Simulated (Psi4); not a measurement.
# BBrF2 (SMILES FB(F)Br) at TPSSh/aug-cc-pVDZ

What is the vertical singlet–triplet gap of BBrF2 at TPSSh/aug-cc-pVDZ? 

The results are computed with Psi4 1.11.

## Step 1: The molecule

The species is BBrF2 (4 atoms), meant as a singlet with charge 0. As SMILES, `FB(F)Br`. Geometry: relaxed at PBE0-D4/def2-TZVP.

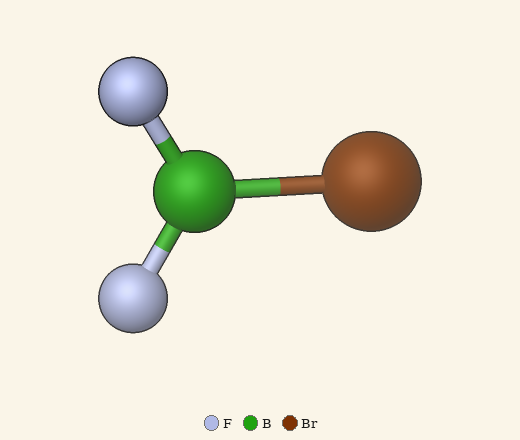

The structure, seen from a chosen angle (fluorine light blue, boron green, bromine brown).

## Step 2: Energy and gradient at TPSSh/aug-cc-pVDZ

Input file bbrf2.in:

```
memory 1600 MB

molecule {
  F
  B 1 R2
  F 2 R3 1 A3
  Br 2 R4 1 A4 3 D4

  R2 = 1.309009
  R3 = 1.309017
  A3 = 119.21827
  R4 = 1.902693
  A4 = 120.39094
  D4 = 179.99943
  units angstrom
  symmetry c1
}

set {
  basis aug-cc-pVDZ
  puream true
  e_convergence 1e-09
  d_convergence 1e-08
  scf_type pk
  dft_radial_points 99
  dft_spherical_points 590
}

result, w = gradient('tpssh', return_wfn=True)
oeprop(w, 'DIPOLE', 'MAYER_INDICES', 'WIBERG_LOWDIN_INDICES')
print_variables()
```

Run with:

```bash
$ psi4 -i bbrf2.in -o bbrf2.out -n 1
```

bbrf2.out:

```text
[...]
  Running in c1 symmetry.
[...]
  Nuclear repulsion =  222.994929387424236
[...]
  Multiplicity = 1
[...]
  Nalpha       = 29
  Nbeta        = 29
[...]
    Number of basis functions: 105
[...]
   @RKS iter   1: -2798.55058046551494   -1.48173e+00   7.66268e-03 ADIIS/DIIS
[...]
   @RKS iter  10: -2798.75254571480536   -1.81899e-12   5.84810e-09 DIIS
[...]
    Orbital Energies [Eh]
    ---------------------
    Doubly Occupied:
       1A   -482.604284     2A    -62.321468     3A    -56.108243
       4A    -56.106175     5A    -56.105545     6A    -24.669477
       7A    -24.669458     8A     -8.657736     9A     -6.870357
      10A     -6.477205    11A     -6.469354    12A     -6.467213
      13A     -2.597411    14A     -2.595441    15A     -2.593847
      16A     -2.587703    17A     -2.587610    18A     -1.253185
      19A     -1.225505    20A     -0.790899    21A     -0.587319
      22A     -0.546168    23A     -0.502732    24A     -0.500603
      25A     -0.443115    26A     -0.428856    27A     -0.389975
      28A     -0.320661    29A     -0.307757
[...]
  @RKS Final Energy: -2798.75254571480536
   => Energetics <=
    Nuclear Repulsion Energy =            222.9949293874242358
    One-Electron Energy =               -4336.7575481376379685
    Two-Electron Energy =                1419.9048292111390310
    DFT Exchange-Correlation Energy =    -104.8947561757309046
    Empirical Dispersion Energy =           0.0000000000000000
    VV10 Nonlocal Energy =                  0.0000000000000000
    Total Energy =                      -2798.7525457148053647
[...]
  -Total Gradient:
     Atom            X                  Y                   Z
    ------   -----------------  -----------------  -----------------
       1        0.000000329935    -0.000173177320     0.021477055843
       2       -0.000000878131    -0.015733515032    -0.009233901591
       3        0.000000329930     0.018654117591    -0.010631763884
       4        0.000000205733    -0.002737626043    -0.001605645313
[...]
 Multipole Moments:
 ------------------------------------------------------------------------------------
     Multipole            Electronic (a.u.)      Nuclear  (a.u.)        Total (a.u.)
 ------------------------------------------------------------------------------------
 L = 1.  Multiply by 2.5417464519 to convert [e a0] to [Debye]
 Dipole X            :          0.0000203           -0.0000241           -0.0000038
 Dipole Y            :          3.3205464           -3.2561802            0.0643662
 Dipole Z            :          1.9474244           -1.9096902            0.0377342
 Magnitude           :                                                    0.0746115
[...]
```

It took 51 s on 1 thread of Intel Xeon 6975P-C (Granite Rapids), shared host; peak memory 0.84 GiB.

## Step 3: The triplet, same level

Input file job.dat:

```
memory 1600 mb

molecule {
  0 3
  F     -0.215650    -1.366490    -0.109870
  B     -0.127940    -0.063330    -0.022770
  F     -1.212420     0.659630    -0.144250
  Br     1.556010     0.770190     0.276890
  symmetry c1
}

set basis aug-cc-pVDZ
set reference uks
set puream true
set e_convergence 1e-09
set d_convergence 1e-08
set scf_type pk
set dft_radial_points 99
set dft_spherical_points 590
set maxiter 100

e = gradient("tpssh")
```

Run with:

```bash
$ psi4 -i job.dat -o job.out -n 1
```

job.out:

```text
[...]
  Running in c1 symmetry.
[...]
  Nuclear repulsion =  222.994940053662901
[...]
  Multiplicity = 3
[...]
  Nalpha       = 30
  Nbeta        = 28
[...]
    Number of basis functions: 105
[...]
   @UKS iter   1: -2798.26544810751466   -1.19660e+00   7.65056e-03 ADIIS/DIIS
[...]
   @UKS iter  13: -2798.49440134086490   -2.59206e-11   6.54623e-09 DIIS
[...]
   @S^2 Observed:                2.004909757E+00
[...]
    Orbital Energies [Eh]
    ---------------------
    Alpha Occupied:
       1A   -482.702162     2A    -62.416450     3A    -56.206511
       4A    -56.201354     5A    -56.199455     6A    -24.624955
       7A    -24.624936     8A     -8.752603     9A     -6.766062
      10A     -6.578279    11A     -6.564115    12A     -6.556530
      13A     -2.696952    14A     -2.694739    15A     -2.688800
      16A     -2.678590    17A     -2.678058    18A     -1.208450
      19A     -1.182257    20A     -0.870019    21A     -0.551143
      22A     -0.505317    23A     -0.497869    24A     -0.465690
      25A     -0.424884    26A     -0.404739    27A     -0.399953
      28A     -0.386652    29A     -0.377659    30A     -0.067141
    Alpha Virtual:
[...]
  @UKS Final Energy: -2798.49440134086490
   => Energetics <=
    Nuclear Repulsion Energy =            222.9949400536629014
    One-Electron Energy =               -4334.6201490871908391
    Two-Electron Energy =                1418.0213191113828088
    DFT Exchange-Correlation Energy =    -104.8905114187195409
    Empirical Dispersion Energy =           0.0000000000000000
    VV10 Nonlocal Energy =                  0.0000000000000000
    Total Energy =                      -2798.4944013408653518
[...]
 Multipole Moments:
 ------------------------------------------------------------------------------------
     Multipole            Electronic (a.u.)      Nuclear  (a.u.)        Total (a.u.)
 ------------------------------------------------------------------------------------
 L = 1.  Multiply by 2.5417464519 to convert [e a0] to [Debye]
 Dipole X            :          4.5701830           -3.3408945            1.2292885
 Dipole Y            :          2.2621281           -1.6536659            0.6084622
 Dipole Z            :          0.8132869           -0.5945056            0.2187813
 Magnitude           :                                                    1.3889715
[...]
  -Total Gradient:
     Atom            X                  Y                   Z
    ------   -----------------  -----------------  -----------------
       1       -0.007369924177     0.076457626741     0.003232029766
       2       -0.020854933616    -0.010328945119    -0.003703777249
       3        0.056007064375    -0.052376807897     0.005417483701
       4       -0.027766391404    -0.013744047626    -0.004942934604
[...]
```

It took 67 s on 1 thread of Intel Xeon 6975P-C (Granite Rapids), shared host; peak memory 0.84 GiB.

## Step 4: What came out

Level: TPSSh/aug-cc-pVDZ.

```
                                        quantity           value
                           singlet: total energy  -2798.75255 Eh
                          singlet: dipole moment          0.19 D
                            singlet: HOMO energy        -8.37 eV
                            singlet: LUMO energy        -1.01 eV
                          singlet: HOMO–LUMO gap         7.37 eV
               singlet: largest force on an atom      1.104 eV/Å
                           triplet: total energy  -2798.49440 Eh
                          triplet: dipole moment          3.53 D
     triplet: HOMO energy (highest over α and β)        -1.83 eV
                                   triplet: ⟨S²⟩           2.005
               triplet: largest force on an atom      3.953 eV/Å
vertical energy of the triplet above the singlet        7.024 eV
```

What this shows: At this shape the triplet lies 7.02 eV (162 kcal/mol) above the singlet. The largest force (singlet) is 1.10 eV/Å: the shape isn't a stationary point for this species at this level.
